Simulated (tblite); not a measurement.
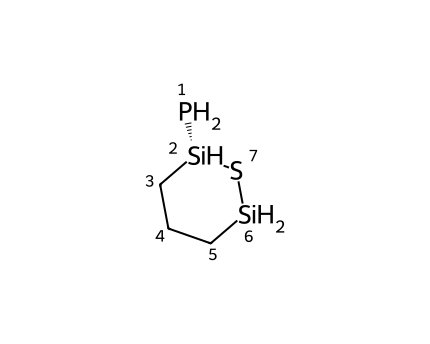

A structural formula, with wedges where it has stereocentres; small numbers name the atoms. The configuration is that of a computed structure (GFN2-xTB).

Give the R/S and E/Z labels.

Answer. Si2: R.

Write the isomeric SMILES.

Answer. P[Si@H]1CCC[SiH2]S1
